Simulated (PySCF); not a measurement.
# H15N3O3Zn (+2): magnetic properties

Aim: compute the magnetic properties of H15N3O3Zn (+2) (`[NH3]->[Zn+2](<-[NH3])(<-[NH3])(<-[OH2])(<-[OH2])<-[OH2]`).

Programs: PySCF 2.14.0, with routines of our own; each step states its level. All values are computed. Atoms count from 0.

## 1. The starting structure

22 atoms, charge 2, multiplicity 1; geometry from: GFN2-xTB.

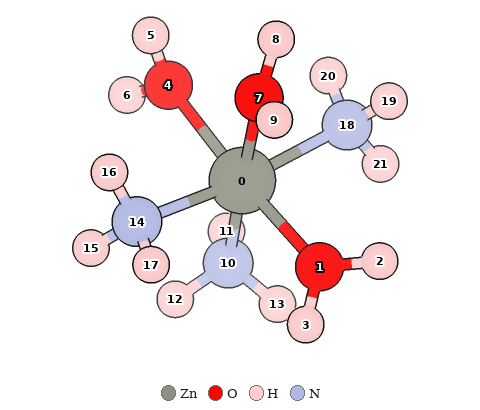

The starting geometry (zinc grey, oxygen red, hydrogen pink, nitrogen light blue); sticks join atoms by distance alone.

## 2. Magnetic properties: GIAO B3LYP/def2-SVP Zn:def2-TZVP

Job settings and geometry (Å):

```
{"job": {"kind": "mag", "xc": "B3LYP", "basis": {"default": "def2-SVP", "Zn": "def2-TZVP"}}, "charge": 2, "multiplicity": 1}
Zn     0.008260     0.010600    -0.001610
O      0.027440    -0.052240     2.115570
H      0.256650    -0.825430     2.640740
H     -0.432650     0.554470     2.704410
O      0.192410     0.034390    -2.114540
H      1.040440     0.172830    -2.548140
H     -0.482380     0.349040    -2.724160
O      2.126230    -0.008560     0.118290
H      2.744020    -0.580720    -0.348830
H      2.570140     0.282410     0.921890
N     -2.062160     0.016440    -0.073410
H     -2.401160    -0.514900    -0.869210
H     -2.488130     0.934860    -0.143420
H     -2.470600    -0.417960     0.748300
N      0.200200     2.055220     0.023280
H     -0.565380     2.576670    -0.392160
H      1.036320     2.329690    -0.484570
H      0.316720     2.420960     0.962870
N      0.085200    -2.043550    -0.101310
H      0.892560    -2.456220     0.355250
H      0.135480    -2.328770    -1.075340
H     -0.729620    -2.509230     0.286120
```

Level: GIAO B3LYP/def2-SVP Zn:def2-TZVP magnetisability, rotational g tensor and spin-rotation constants, non-relativistic, gas phase.

Command:

```console
$ OMP_NUM_THREADS=1 python excited_run.py task.json out
```

The driver reads the jobs from task.json and runs them one after another.

Standard output:

```text
coarse grid: 75424 points
cycle   1  E = -2177.4341353881  dE =  5.565e-01  |g| = 1.291e+00  |ddm| = 4.047e+00
cycle   2  E = -2177.0982371323  dE =  3.359e-01  |g| = 2.101e+00  |ddm| = 1.869e+00
cycle   3  E = -2177.6799971102  dE = -5.818e-01  |g| = 1.587e-01  |ddm| = 1.176e+00
cycle   4  E = -2177.6816991833  dE = -1.702e-03  |g| = 8.304e-02  |ddm| = 1.106e-01
cycle   5  E = -2177.6824118788  dE = -7.127e-04  |g| = 1.004e-02  |ddm| = 4.198e-02
cycle   6  E = -2177.6824236566  dE = -1.178e-05  |g| = 4.422e-03  |ddm| = 8.817e-03
cycle   7  E = -2177.6824276343  dE = -3.978e-06  |g| = 4.394e-04  |ddm| = 3.371e-03
final grid: 160224 points
cycle   8  E = -2177.6824465537  dE = -3.005e-07  |g| = 6.915e-04  |ddm| = 4.061e-03
cycle   9  E = -2177.6824464683  dE =  8.545e-08  |g| = 1.327e-03  |ddm| = 7.897e-04
cycle  10  E = -2177.6824465974  dE = -1.291e-07  |g| = 6.752e-05  |ddm| = 4.115e-04
cycle  11  E = -2177.6824465982  dE = -7.662e-10  |g| = 2.394e-05  |ddm| = 7.450e-05
converged SCF energy = -2177.6824465982

Magnetisability tensor (1e-30 J/T^2)
    -1615.21       -7.72       -1.12
       -7.72    -1611.45       12.11
       -1.12       12.11    -1611.77
isotropic -1612.81   principal values   -1626.01  -1615.21  -1597.21
isotropic susceptibility -97.126 1e-6 cm^3/mol

Inertial axes            a          b          c
rot. const./GHz      1.5523     1.5167     1.4586
chi total           -97.056    -97.430    -96.890
chi diamagnetic    -884.132   -891.124   -913.802
chi paramagnetic    787.075    793.693    816.912
quadrupole/D A        3.197     -0.362     -2.835
g nuclear            0.6191     0.6114     0.6045
g electronic        -0.5740    -0.5655    -0.5598
g total              0.0452     0.0459     0.0447

Spin-rotation constants (kHz, H = +C I.J)
atom  isotope        aa         bb         cc
  2     1H       -0.158     -0.230     -0.088
  3     1H       -0.155     -0.197     -0.124
  5     1H       -0.191     -0.058     -0.220
  6     1H       -0.127     -0.158     -0.185
  8     1H       -0.192     -0.154     -0.130
  9     1H       -0.079     -0.179     -0.208
 10    14N        0.051      0.053      0.044
 11     1H       -0.097     -0.196     -0.180
 12     1H       -0.233     -0.205     -0.046
 13     1H       -0.116     -0.158     -0.196
 14    14N        0.052      0.048      0.052
 15     1H       -0.189     -0.153     -0.134
 16     1H       -0.189     -0.066     -0.201
 17     1H       -0.054     -0.226     -0.189
 18    14N        0.051      0.049      0.050
 19     1H       -0.179     -0.138     -0.155
 20     1H       -0.049     -0.218     -0.186
 21     1H       -0.216     -0.067     -0.191
  0   67Zn*       0.609      0.534      0.457
  1    17O*      -0.090     -0.110     -0.057
  7    17O*      -0.086     -0.088     -0.090
* in the singly substituted isotopologue
```

It took 76 s on 1 thread of Arm Neoverse N1, shared host; peak memory 1.3 GiB.

In short:

| quantity | value |
| --- | --- |
| magnetisability | -1613·10⁻³⁰ J/T² |
| molar susceptibility | -97.1·10⁻⁶ cm³/mol |
| rotational g (a, b, c) | 0.0452, 0.0459, 0.0447 |

## 3. Magnetic properties: GIAO LDA/def2-SVP Zn:def2-TZVP

The job, as its differences from that of step 2:

```diff
@@ -1,2 +1,2 @@
-{"job": {"kind": "mag", "xc": "B3LYP", "basis": {"default": "def2-SVP", "Zn": "def2-TZVP"}}, "charge": 2, "multiplicity": 1}
+{"job": {"kind": "mag", "xc": "LDA", "basis": {"default": "def2-SVP", "Zn": "def2-TZVP"}}, "charge": 2, "multiplicity": 1}
 Zn     0.008260     0.010600    -0.001610
```

Level: GIAO LDA/def2-SVP Zn:def2-TZVP magnetisability, rotational g tensor and spin-rotation constants, non-relativistic, gas phase.

Standard output:

```text
coarse grid: 75424 points
cycle   1  E = -2171.3246870144  dE =  6.457e-01  |g| = 1.674e+00  |ddm| = 4.085e+00
cycle   2  E = -2170.2437472845  dE =  1.081e+00  |g| = 3.435e+00  |ddm| = 2.694e+00
cycle   3  E = -2171.6921154636  dE = -1.448e+00  |g| = 1.489e-01  |ddm| = 1.896e+00
cycle   4  E = -2171.6931731129  dE = -1.058e-03  |g| = 1.309e-01  |ddm| = 1.817e-01
cycle   5  E = -2171.6958828064  dE = -2.710e-03  |g| = 1.369e-02  |ddm| = 8.757e-02
cycle   6  E = -2171.6958948293  dE = -1.202e-05  |g| = 7.136e-03  |ddm| = 9.184e-03
cycle   7  E = -2171.6959035087  dE = -8.679e-06  |g| = 1.825e-03  |ddm| = 5.538e-03
final grid: 160224 points
cycle   8  E = -2171.6958398320  dE =  1.092e-06  |g| = 4.186e-03  |ddm| = 4.780e-03
cycle   9  E = -2171.6958335428  dE =  6.289e-06  |g| = 9.723e-03  |ddm| = 5.720e-03
cycle  10  E = -2171.6958414639  dE = -7.921e-06  |g| = 5.385e-04  |ddm| = 3.519e-03
cycle  11  E = -2171.6958415109  dE = -4.700e-08  |g| = 7.593e-05  |ddm| = 3.870e-04
cycle  12  E = -2171.6958415119  dE = -9.500e-10  |g| = 6.282e-06  |ddm| = 6.978e-05
converged SCF energy = -2171.6958415119

Magnetisability tensor (1e-30 J/T^2)
    -1631.49       -9.35       -1.48
       -9.35    -1630.63       13.26
       -1.48       13.26    -1622.57
isotropic -1628.23   principal values   -1644.32  -1629.96  -1610.41
isotropic susceptibility -98.054 1e-6 cm^3/mol

Inertial axes            a          b          c
rot. const./GHz      1.5523     1.5167     1.4586
chi total           -97.712    -98.445    -98.006
chi diamagnetic    -883.064   -890.150   -912.939
chi paramagnetic    785.352    791.706    814.933
quadrupole/D A        3.028     -0.371     -2.657
g nuclear            0.6191     0.6114     0.6045
g electronic        -0.5727    -0.5641    -0.5584
g total              0.0464     0.0473     0.0461

Spin-rotation constants (kHz, H = +C I.J)
atom  isotope        aa         bb         cc
  2     1H       -0.159     -0.228     -0.083
  3     1H       -0.156     -0.195     -0.119
  5     1H       -0.191     -0.054     -0.217
  6     1H       -0.128     -0.153     -0.183
  8     1H       -0.188     -0.155     -0.127
  9     1H       -0.074     -0.179     -0.205
 10    14N        0.050      0.050      0.043
 11     1H       -0.095     -0.197     -0.177
 12     1H       -0.231     -0.206     -0.045
 13     1H       -0.113     -0.159     -0.193
 14    14N        0.052      0.046      0.049
 15     1H       -0.187     -0.150     -0.136
 16     1H       -0.186     -0.065     -0.201
 17     1H       -0.051     -0.223     -0.190
 18    14N        0.050      0.048      0.047
 19     1H       -0.175     -0.134     -0.157
 20     1H       -0.047     -0.215     -0.187
 21     1H       -0.214     -0.064     -0.192
  0   67Zn*       0.692      0.611      0.530
  1    17O*      -0.082     -0.108     -0.062
  7    17O*      -0.089     -0.081     -0.090
* in the singly substituted isotopologue
```

It took 70 s on 1 thread of Arm Neoverse N1, shared host; peak memory 1.2 GiB.

Key values:

| quantity | value |
| --- | --- |
| magnetisability | -1628·10⁻³⁰ J/T² |
| molar susceptibility | -98.1·10⁻⁶ cm³/mol |
| rotational g (a, b, c) | 0.0464, 0.0473, 0.0461 |

## 4. Magnetic properties side by side

| level | ξ (10⁻³⁰ J/T²) | g(a) | g(b) | gap (eV) | functions | time |
| --- | --- | --- | --- | --- | --- | --- |
| GIAO B3LYP/def2-SVP Zn:def2-TZVP | -1613 | 0.0452 | 0.0459 | 7.88 | 207 | 76 s |
| GIAO LDA/def2-SVP Zn:def2-TZVP | -1628 | 0.0464 | 0.0473 | 5.80 | 207 | 70 s |

## 5. Summary of results

| quantity | value |
| --- | --- |
| magnetisability (step 2, GIAO B3LYP/def2-SVP Zn:def2-TZVP) | -1613·10⁻³⁰ J/T² |
| molar susceptibility (step 2, GIAO B3LYP/def2-SVP Zn:def2-TZVP) | -97.1·10⁻⁶ cm³/mol |
| rotational g (a, b, c) (step 2, GIAO B3LYP/def2-SVP Zn:def2-TZVP) | 0.0452, 0.0459, 0.0447 |
| magnetisability over the levels | -1628 to -1613·10⁻³⁰ J/T² |

What this shows: For an ion, the motion of the centre of mass in the field is left out. The geometry comes from tight binding, which is rough for metal atoms, and these values hang on it. The magnetisability spreads by 1.0 % over 2 levels of like cost. Two levels can agree by chance, so this spread shows no convergence. Vibrational averaging and real surroundings are missing from these values.
